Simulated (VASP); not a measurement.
Band structure of SrCl2 (fluorite). Level of theory: PBE GGA with D3 dispersion (zero damping), VASP's PBE PAW potentials (set 64) (plane waves; VASP).

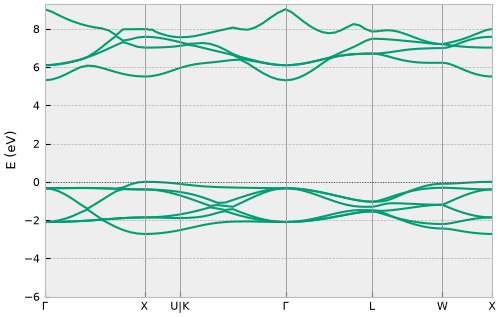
Figure: Bands along high-symmetry lines, zero at the valence-band maximum or, without a gap, the Fermi level

Task: Read the plot: is there a gap, and where are the band edges?

Result: The gap is indirect, 5.31 eV, from the valence maximum at X to the conduction minimum at Γ. (Edges off the drawn lines would not show.)

Measured: gap 7.50 eV (computed value off by -2.19 eV), as given by Andrés Aguado et al., Journal of the Physical Society of Japan (1999), arXiv:cond-mat/9901145.

The compound is SrCl2 in the fluorite structure. It was relaxed first.
